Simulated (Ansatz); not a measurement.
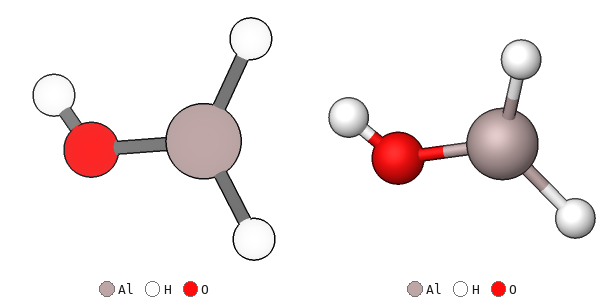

The same structure drawn twice, from different directions.

> Which formula does it have?

AlH3O, 5 atoms: 1 aluminium, 3 hydrogen and 1 oxygen.

> How many bonds of each kind are drawn?

2 Al–H, 1 Al–O, 1 O–H. Sticks follow a distance rule.

More results for the same structure follow; atom numbers are the same in all pictures, views and colours differ. Computed geometry: PBE0-D4/def2-TZVP optimisation.

Symmetry

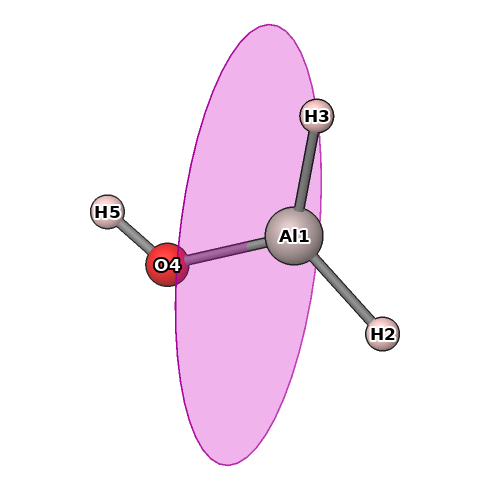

A disc through the centre of mass is drawn in. Atoms fade into the background with distance from the viewer.

> Is the plane of the disc a mirror plane of the structure?

No. The point group is Cs, with 1 mirror plane, and this plane isn't one of its mirror planes.

Electronic properties

Level of theory: RKS PBE0-D4/def2-TZVPP (Ansatz 0.2.0).

> Give the HOMO energy (Kohn–Sham orbital) at this level.

−8.37 eV.

> Estimate the LUMO energy (Kohn–Sham orbital).

−0.96 eV.

Vibrations

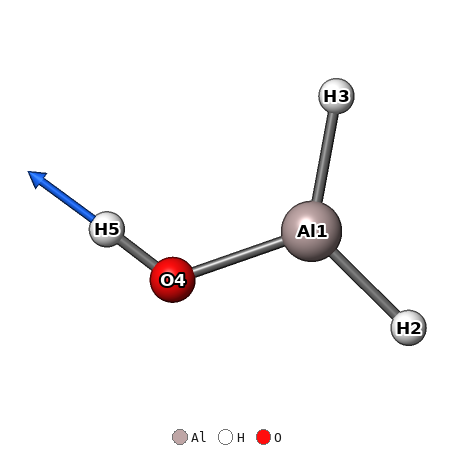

The arrows show one normal mode. Harmonic vibrations computed with RKS PBE0-D4/def2-TZVP (Ansatz 0.2.0) at a stationary point of the same level.

> Describe the motion.

Mostly O–H stretching.

> At what wavenumber does it lie?

3960 cm⁻¹; it is mode 9 of 9 counted from the lowest.

Dipole moment

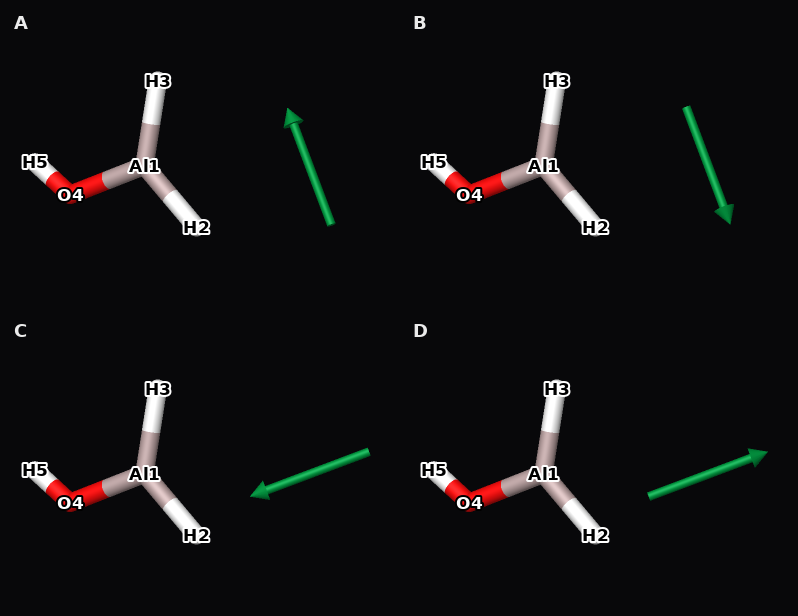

The same molecule four times, each with an arrow. Level of theory: RKS PBE0-D4/def2-TZVP (Ansatz 0.2.0).

> Which arrow points along the dipole moment, from the negative to the positive end?

A. The dipole moment is 1.27 D; it points from the side of H2 to the side of H3 (the outermost atoms at the two ends).
